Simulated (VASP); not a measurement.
# SrIr2: structure and properties in VASP, part 2 of 2

Aim: relax SrIr2 with rev-vdW-DF2, compute its properties on that cell and hold them against experiment. The start is a cell from a database of measured crystal structures.

VASP 6.6.1; rev-vdW-DF2; plane waves and PAW (Sr_sv, Ir).

Still holding for the runs below: The k-mesh is coarse for a metal.

So far. Step 10 (Volume scan with rev-vdW-DF2 (run 4)): The run ends at a pressure of 0.00 GPa.

The database entry behind the starting cell differs from later determinations by our own check (an axis about 1.2 % short against later determinations), so it need not match the best structure at ambient conditions.

## (11) Volume scan with rev-vdW-DF2 (run 5)

The input, INCAR:

```
SYSTEM = SrIr2
PREC = Accurate
ENCUT = 400
EDIFF = 1E-06
NELM = 100
ISMEAR = 1
SIGMA = 0.2
LREAL = .FALSE.
ALGO = Normal
GGA = MK
AGGAC = 0
LUSE_VDW = .TRUE.
PARAM1 = 0.1234
PARAM2 = 0.711357
ZAB_VDW = -1.8867
LASPH = .TRUE.
NBANDS = 34
LORBIT = 11
LWAVE = .FALSE.
LCHARG = .FALSE.
KPAR = 4
ISIF = 2
```

The input, POSCAR:

```
SrIr2
1.0
    0.0000000000      3.8789366603      3.8789366603
    3.8789366603      0.0000000000      3.8789366603
    3.8789366603      3.8789366603      0.0000000000
Sr Ir
2 4
Direct
    0.0000000000      0.0000000000      0.0000000000
    0.2500000000      0.2500000000      0.2500000000
    0.6250000000      0.6250000000      0.6250000000
    0.1250000000      0.6250000000      0.6250000000
    0.6250000000      0.6250000000      0.1250000000
    0.6250000000      0.1250000000      0.6250000000
```

The input, KPOINTS:

```
Automatic mesh
0
Gamma
5 5 5
0 0 0
```

PAW data sets: Sr_sv and Ir (PBE family, release 64).

Launch:

```bash
mpirun -np 4 vasp_std
```

Wall time 50 s (4 MPI ranks of Intel Xeon 6975P-C (Granite Rapids), shared host); peak memory 1.9 GiB.

The pressure falls from 0.00 to -2.98 GPa.

The run ends at a pressure of -2.98 GPa.

## (12) Volume scan with rev-vdW-DF2 (run 6)

INCAR is that of step 11.

Changes to POSCAR since step 11:

```diff
@@ -2,5 +2,5 @@
 1.0
-    0.0000000000      3.8789366603      3.8789366603
-    3.8789366603      0.0000000000      3.8789366603
-    3.8789366603      3.8789366603      0.0000000000
+    0.0000000000      3.9041252664      3.9041252664
+    3.9041252664      0.0000000000      3.9041252664
+    3.9041252664      3.9041252664      0.0000000000
 Sr Ir
```

KPOINTS is that of step 11.

Launch:

```bash
mpirun -np 4 vasp_std
```

Run time: 61 s. Hardware: 4 MPI ranks; peak memory 1.9 GiB; 4 min of CPU time.

The pressure falls from -2.98 to -5.64 GPa.

The run ends at a pressure of -5.64 GPa.

## (13) Volume scan with rev-vdW-DF2 (run 7)

A prediction first. A parabola through the 6 pressures of evenly scaled cells so far, P = 0.00 -159.1 t +400 t² GPa with t = ln(V/V₁) and V₁ the volume at scale 1, gives -7.92 GPa at t = +0.0583.

INCAR is that of step 12.

Changes to POSCAR since step 12:

```diff
@@ -2,5 +2,5 @@
 1.0
-    0.0000000000      3.9041252664      3.9041252664
-    3.9041252664      0.0000000000      3.9041252664
-    3.9041252664      3.9041252664      0.0000000000
+    0.0000000000      3.9289929768      3.9289929768
+    3.9289929768      0.0000000000      3.9289929768
+    3.9289929768      3.9289929768      0.0000000000
 Sr Ir
```

KPOINTS is that of step 12.

Launch:

```bash
mpirun -np 4 vasp_std
```

Run time: 55 s. Hardware: 4 MPI ranks; peak memory 1.9 GiB; 3.6 min of CPU time.

The pressure falls from -5.64 to -8.00 GPa. The parabola predicted -7.92 GPa, +0.08 GPa off.

## (14) The series together

Times are for 4 MPI ranks of Intel Xeon 6975P-C (Granite Rapids), shared host. Results by setting:

| no. | volume scale | energy above the lowest point (meV/atom) | pressure (GPa) | time | memory (GiB) |
| --- | --- | --- | --- | --- | --- |
| 1 | 0.94 | 38.59 | 11.38 | 61 s | 1.9 |
| 2 | 0.96 | 16.55 | 7.147 | 66 s | 1.9 |
| 3 | 0.98 | 4.02 | 3.370 | 68 s | 1.9 |
| 4 | 1 | 0 | 0.004907 | 48 s | 1.9 |
| 5 | 1.02 | 3.54 | -2.983 | 50 s | 1.9 |
| 6 | 1.04 | 13.81 | -5.637 | 61 s | 1.9 |
| 7 | 1.06 | 30.03 | -7.997 | 55 s | 1.9 |

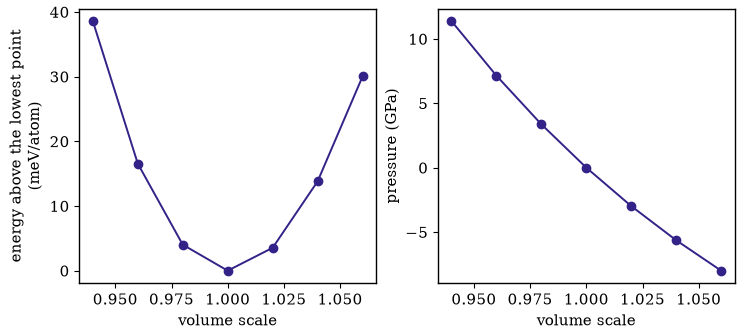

The series as plots.

## (15) Fit for rev-vdW-DF2

This step: Birch-Murnaghan fit, rev-vdW-DF2; plane waves and PAW (VASP 6.6.1).

This step runs nothing: it gathers the runs above.

Numbers from this step:

| Quantity | Value |
| --- | --- |
| pressure derivative of the bulk modulus | 4.843 |
| r.m.s. error of the fit | 5.48e-6 eV/atom |
| minimum inside the sampled range | yes |
| bulk modulus | 158.3 GPa |
| equilibrium volume of the fit | 19.08 Å³/atom |

Table of energy above the fitted minimum by volume:

| volume (Å³/atom) | energy above the fitted minimum (eV/atom) |
| --- | --- |
| 17.928 | 0.0386 |
| 18.310 | 0.0165 |
| 18.691 | 0.00402 |
| 19.073 | -6.8e-6 |
| 19.454 | 0.00354 |
| 19.836 | 0.0138 |
| 20.217 | 0.0300 |

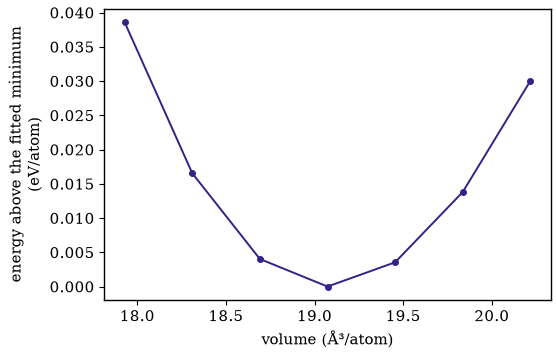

Energy above the fitted minimum against volume.

The fitted volume lies +0.03 % from the relaxed one.

## (16) Summary of results

```
relaxed volume                            : 19.07 Å³/atom
relaxed conventional cell a, b, c         : 7.707, 7.707, 7.707 Å
space group after relaxing, within 0.02 Å : Fd-3m (No. 227)
band gap                                  : none, a metal
DOS at the Fermi level                    : 9.42 states/eV/cell
highest zone-centre mode                  : 193 cm⁻¹
bulk modulus from the fit                 : 158 GPa
volume from the fit                       : 19.1 Å³/atom
```

With rev-vdW-DF2, SrIr2 relaxes to 19.07 Å³/atom in space group Fd-3m (held by the symmetry of the run), comes out as a metal and has a bulk modulus of 158 GPa. Against the listed cell the volume lies +0.3 %. Bands along the symmetry lines (rev-vdW-DF2): Of the bands kept, 4 cross the Fermi level on this path. Zone-centre phonons (rev-vdW-DF2): The highest mode in this list at Γ, 192.5 cm⁻¹, is mostly motion of Ir (100 % of the kinetic energy). Spin-orbit coupling is left out, and with elements this heavy it would split and shift bands near the Fermi level. The k-sampling is coarse for a metal, so the Fermi level, pressures and the shape of the cell carry errors. Modes at Γ alone can't show that the crystal is stable at other wave vectors. No search among competing phases was made, and a listed structure need not be the one stable at ambient conditions. All values are for a static lattice at zero temperature.

Computed beside measured:

| quantity | measured | Birch-Murnaghan fit, rev-vdW-DF2 |
| --- | --- | --- |
| bulk modulus (GPa) | 148.7 | 158 (+6.4 %) |

Measured values from arxiv:2108.03692 (2021).

Verdict: The bulk modulus is off by +6.4 %: fair agreement. The grades are ours: good and fair within 5 and 12 % for the bulk modulus. For bulk modulus the calculation has a static lattice, without zero-point motion or thermal expansion.

[Lines on the potential files, build, host, timing and source positions are cut from VASP's logs without a mark.]

[Logs are printed without paths, hosts, clocks, repeated set-up lines and the standing remarks that a program may print on its own settings, such as how far it seeks lower states.]

[Hosts, paths, dates, database ids (printed as entryN), source tags and the programs' standing remarks are cut or masked in the printed files.]

[A measured line is paired with the nearest computed mode of its activity, which favours agreement.]

[In band tables of VASP the shares of atoms and orbitals are scaled to a sum of 1 inside the atoms' spheres.]
